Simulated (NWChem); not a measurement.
# One shape, several levels: Si3H6 (SMILES [SiH2]1[SiH2][SiH2]1)

We compute a comparison of 3 runs (HF/STO-3G, HF/3-21G, B3LYP/6-31G*) of Si3H6. 

Program for the calculation: NWChem 7.3.0.

## 1. The system as given

The species is Si3H6 (9 atoms), meant as a singlet with charge 0. As SMILES, `[SiH2]1[SiH2][SiH2]1`. The coordinates come from a PBE0-D4/def2-TZVP relaxation.

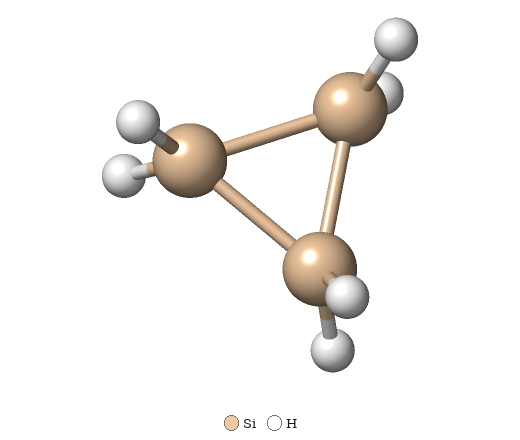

The structure, seen from a chosen angle (silicon light orange, hydrogen white).

## 2. Energy and gradient at HF/STO-3G (run 1)

File work.nw:

```
START work
memory stack 880 mb heap 220 mb global 1100 mb

GEOMETRY units angstrom noautosym nocenter noautoz
Si   -1.199300   -0.172100   -0.584000
Si    0.903000    0.831000   -0.550500
Si    0.296900   -0.660200    1.133600
H    -1.471300   -1.214000   -1.604800
H    -2.386800    0.661400   -0.273000
H     1.910400    0.400500   -1.551100
H     0.993300    2.274300   -0.218200
H     0.935100   -1.999400    1.160100
H     0.018700   -0.121600    2.487900
END

BASIS "ao basis" spherical bse
* library STO-3G
END

SCF
thresh 1e-08
maxiter 80
END

TASK scf gradient
```

Launch:

```console
nwchem work.nw > work.out
```

The log of the run:

```text
[...]
  functions       =    33
[...]
  wavefunction    = RHF
[...]
         Total SCF energy =   -860.234814587509
      One-electron energy =  -1584.248217546188
      Two-electron energy =    531.402690830379
 Nuclear repulsion energy =    192.610712128300
        Time for solution =      1.1s
[...]
                         RHF ENERGY GRADIENTS
    atom               coordinates                        gradient
                 x          y          z           x          y          z
   1 Si     -2.266348  -0.325222  -1.103600   -0.027780  -0.003985  -0.013527
   2 Si      1.706423   1.570362  -1.040294    0.020951   0.019205  -0.012813
   3 Si      0.561060  -1.247597   2.142193    0.006909  -0.015383   0.026228
   4 H      -2.780354  -2.294127  -3.032632   -0.002908  -0.022476  -0.020961
   5 H      -4.510398   1.249865  -0.515895   -0.023037   0.018781   0.008352
   6 H       3.610133   0.756835  -2.931154    0.019829  -0.011581  -0.020588
   7 H       1.877065   4.297804  -0.412338   -0.000343   0.029622   0.008748
   8 H       1.767083  -3.778318   2.192271    0.013268  -0.027758  -0.002305
   9 H       0.035338  -0.229791   4.701449   -0.006889   0.013574   0.026865
[...]
```

Wall time 1.9 s (1 thread of Intel Xeon Platinum 8488C (Sapphire Rapids), shared host); peak memory 0.099 GiB.

## 3. Energy and forces at HF/3-21G (run 2)

File h6si3.xyz:

```xyz
9
H6Si3 hf
Si    -1.199300    -0.172100    -0.584000
Si     0.903000     0.831000    -0.550500
Si     0.296900    -0.660200     1.133600
H     -1.471300    -1.214000    -1.604800
H     -2.386800     0.661400    -0.273000
H      1.910400     0.400500    -1.551100
H      0.993300     2.274300    -0.218200
H      0.935100    -1.999400     1.160100
H      0.018700    -0.121600     2.487900
```

File h6si3.nw:

```
start h6si3
title "H6Si3 hf"
memory 2200 mb
charge 0
geometry units angstroms noautosym nocenter noautoz
  load format xyz h6si3.xyz
end
basis spherical bse
  * library 3-21G
end
scf
  thresh 1e-08
  maxiter 80
  print low
end
task scf gradient
```

Launch:

```console
nwchem h6si3.nw > h6si3.out
```

The log of the run:

```text
[...]
  functions       =    51
[...]
  wavefunction    = RHF
[...]
         Total SCF energy =   -865.604871946944
      One-electron energy =  -1584.784502239739
      Two-electron energy =    526.568918164495
 Nuclear repulsion energy =    192.610712128300
        Time for solution =      1.2s
[...]
                         RHF ENERGY GRADIENTS
    atom               coordinates                        gradient
                 x          y          z           x          y          z
   1 Si     -2.266348  -0.325222  -1.103600    0.018044   0.002573   0.008772
   2 Si      1.706423   1.570362  -1.040294   -0.013559  -0.012521   0.008242
   3 Si      0.561060  -1.247597   2.142193   -0.004456   0.009895  -0.017049
   4 H      -2.780354  -2.294127  -3.032632   -0.001174  -0.000370  -0.000752
   5 H      -4.510398   1.249865  -0.515895   -0.001352   0.000017  -0.000469
   6 H       3.610133   0.756835  -2.931154    0.001033   0.000698  -0.000705
   7 H       1.877065   4.297804  -0.412338    0.000849   0.001074  -0.000428
   8 H       1.767083  -3.778318   2.192271    0.000401  -0.000881   0.001068
   9 H       0.035338  -0.229791   4.701449    0.000214  -0.000486   0.001319
 Task  times  cpu:        1.5s     wall:        1.5s
[...]
```

Wall time 2 s (1 thread of Intel Xeon Platinum 8488C (Sapphire Rapids), shared host); peak memory 0.099 GiB.

## 4. Energy and gradient at B3LYP/6-31G(d) (Cartesian functions) (run 3)

File h6si3.nw:

```
echo
START h6si3
TITLE "H6Si3 gradient"
memory stack 880 mb heap 220 mb global 1100 mb
GEOMETRY units angstroms noautosym nocenter noautoz
Si   -1.199300   -0.172100   -0.584000
Si    0.903000    0.831000   -0.550500
Si    0.296900   -0.660200    1.133600
H    -1.471300   -1.214000   -1.604800
H    -2.386800    0.661400   -0.273000
H     1.910400    0.400500   -1.551100
H     0.993300    2.274300   -0.218200
H     0.935100   -1.999400    1.160100
H     0.018700   -0.121600    2.487900
END
BASIS
Si library 6-31G*
H library 6-31G*
END
DFT
xc b3lyp
grid xfine
convergence energy 1e-08
iterations 100
mulliken
print low
END
TASK dft gradient
```

Launch:

```console
nwchem h6si3.nw > h6si3.out
```

The log of the run:

```text
[...]
 d= 0,ls=0.0,diis     1   -872.0135091435 -1.06D+03  1.05D-02  2.99D-01     3.2
[...]
 d= 0,ls=0.0,diis     7   -872.0437412414 -1.33D-09  2.60D-07  1.21D-10    20.1
         Total DFT energy =     -872.043741241448
      One electron energy =    -1591.036688760465
           Coulomb energy =      591.382095572497
    Exchange-Corr. energy =      -64.999860181779
 Nuclear repulsion energy =      192.610712128300
[...]
      Total Density - Mulliken Population Analysis
     ---------------------------------------------
    Atom       Charge   Shell Charges
 -----------   ------   -------------------------------------------------------
    1 Si  14    13.94   2.00  1.99  5.96  1.04  2.00  0.35  0.51  0.09
    2 Si  14    13.94   2.00  1.99  5.96  1.04  2.00  0.35  0.51  0.09
    3 Si  14    13.94   2.00  1.99  5.96  1.04  2.00  0.35  0.51  0.09
    4 H    1     1.03   0.50  0.53
    5 H    1     1.03   0.50  0.53
    6 H    1     1.03   0.50  0.53
    7 H    1     1.03   0.50  0.53
    8 H    1     1.03   0.50  0.53
    9 H    1     1.03   0.50  0.53
[...]
                         DFT ENERGY GRADIENTS
    atom               coordinates                        gradient
                 x          y          z           x          y          z
   1 Si     -2.266348  -0.325222  -1.103600    0.003040   0.000432   0.001476
   2 Si      1.706423   1.570362  -1.040294   -0.002268  -0.002124   0.001363
   3 Si      0.561060  -1.247597   2.142193   -0.000743   0.001639  -0.002874
   4 H      -2.780354  -2.294127  -3.032632    0.000611   0.000460   0.000627
   5 H      -4.510398   1.249865  -0.515895    0.000961  -0.000228   0.000145
   6 H       3.610133   0.756835  -2.931154   -0.000770  -0.000183   0.000619
   7 H       1.877065   4.297804  -0.412338   -0.000431  -0.000884   0.000127
   8 H       1.767083  -3.778318   2.192271   -0.000368   0.000786  -0.000486
   9 H       0.035338  -0.229791   4.701449   -0.000031   0.000102  -0.000997
 Task  times  cpu:       24.9s     wall:       24.9s
[...]
```

Wall time 26 s (1 thread of Intel Xeon Platinum 8488C (Sapphire Rapids), shared host); peak memory 0.15 GiB.

## 5. The series

```
run                               level  Cartesian functions  iteration cap  energy (Eh)  largest force (eV/Å)  wall time
  1                           HF/STO-3G                   no             80  -860.234815                 1.603      1.9 s
  2                            HF/3-21G                   no             80  -865.604872                 1.040        2 s
  3  B3LYP/6-31G* (Cartesian functions)                  yes            100  -872.043741                 0.175       26 s
```

## 6. What came out

| quantity | value |
| --- | --- |
| run 3: total energy | -872.04374 Eh |
| run 3: largest force on an atom | 0.175 eV/Å |

**Reading.** In run 1 the basis is minimal, so the values are rough. All runs together took 29 s, the longest 26 s.
